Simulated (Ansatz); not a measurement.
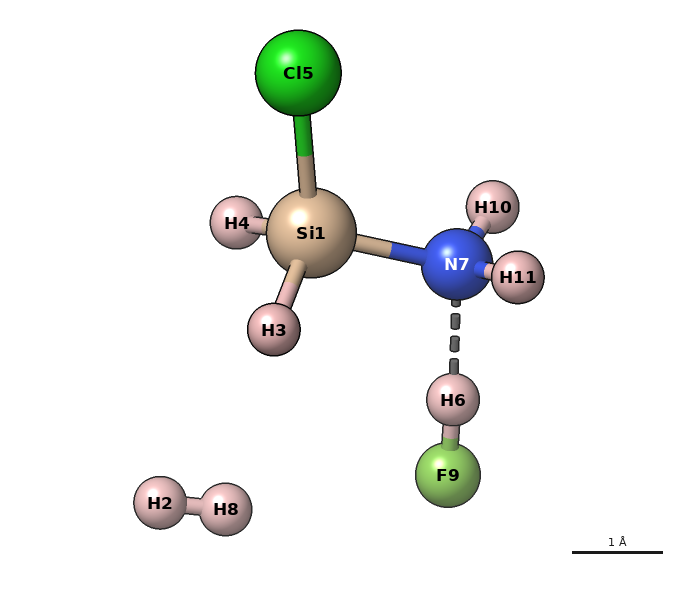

Broken lines mark hydrogen bonds. The computed structure is the end point of a PBE0-D4/def2-TZVP optimisation.

Give donor, acceptor, H···A distance and D–H···A angle of each hydrogen bond.

| D–H···A | D–H (Å) | H···A (Å) | angle (°) | kind |
| --- | --- | --- | --- | --- |
| F9–H6···N7 | 0.95 | 1.71 | 178 | intermolecular |
